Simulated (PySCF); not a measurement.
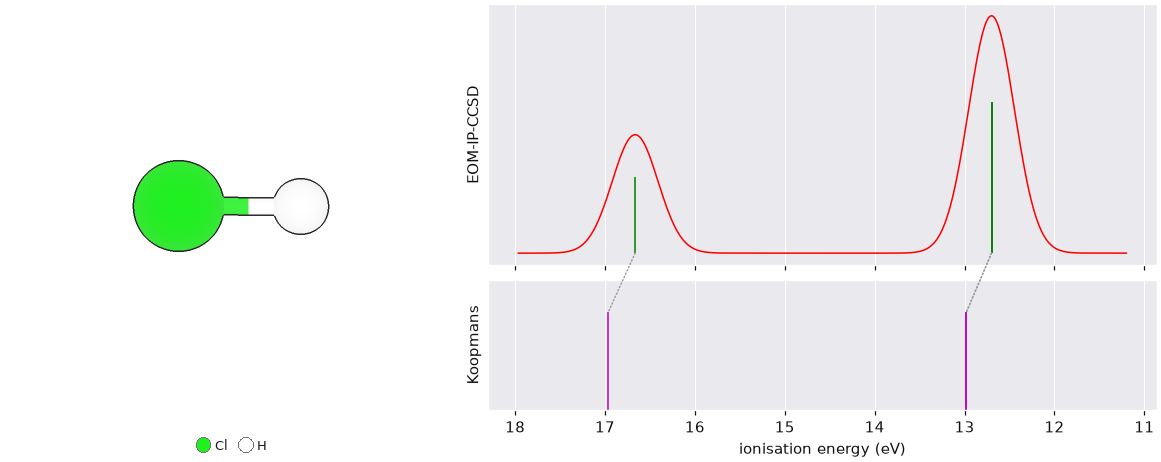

Valence photoelectron lines of HCl: vertical EOM-IP-CCSD/aug-cc-pVTZ (frozen core, PySCF 2.14.0, at a PBE0-D3(BJ)/def2-SVP geometry (no frequency check); 3 lines, one for each of the 3 highest orbitals, so a line of a deeper orbital can be missing among them) above, Hartree-Fock orbital energies with the sign turned below, non-relativistic; dotted lines join each line to its leading orbital. Stick heights are one-hole weights (summed over degenerate lines), not cross-sections; Gaussian width 0.60 eV.

### Do correlation and relaxation change the order of the lines?

Not among these holes, which come in the order of the orbitals, HOMO, HOMO−1, HOMO−2.

### What is the first vertical ionisation energy, and how far is Koopmans' value off?

12.70 eV from the HOMO (with HOMO−1 within 0.05 eV); Koopmans gives 12.98 eV, 0.28 eV too high.
